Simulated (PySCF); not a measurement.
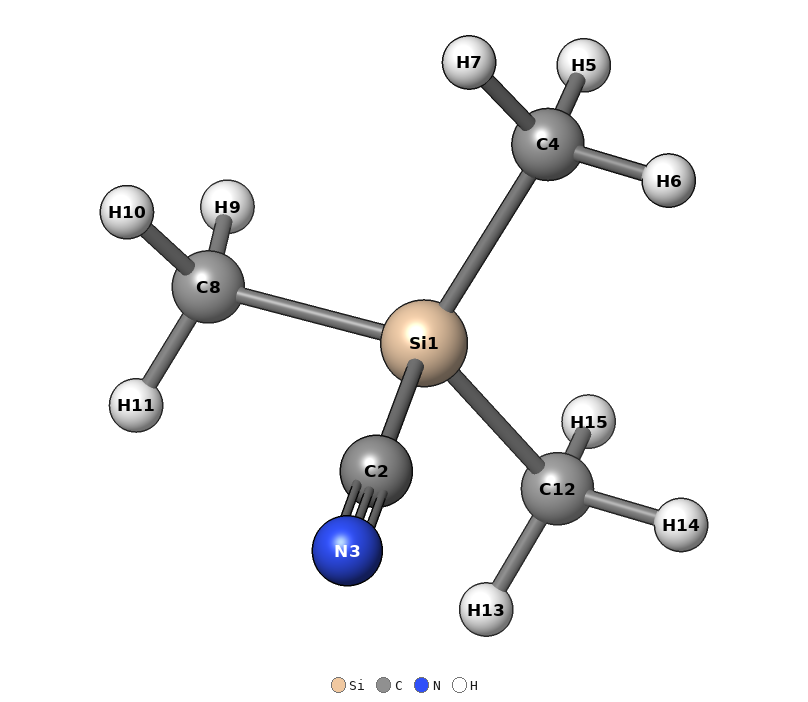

The computed structure is the end point of a PBE0-D3(BJ)/def2-SVP optimisation. No frequency run is at hand to confirm it as a minimum. Level of theory: delta-SCF UKS SCAN, pcX-2 on the ionised atom (unc-x2c-TZVPall on a metal), pcseg-1 elsewhere, spin-free X2C (PySCF 2.14.0).

Give the core-electron binding energies (to vacuum; p and d levels without spin–orbit splitting) of Si1 1s, Si1 2p, C2 1s, N3 1s, C4 1s.

| atom | level | binding energy (eV) |
| --- | --- | --- |
| Si1 | 1s | 1846.9 |
| Si1 | 2p | 107.3 |
| C2 | 1s | 291.3 |
| N3 | 1s | 404.8 |
| C4 | 1s | 290.5 |
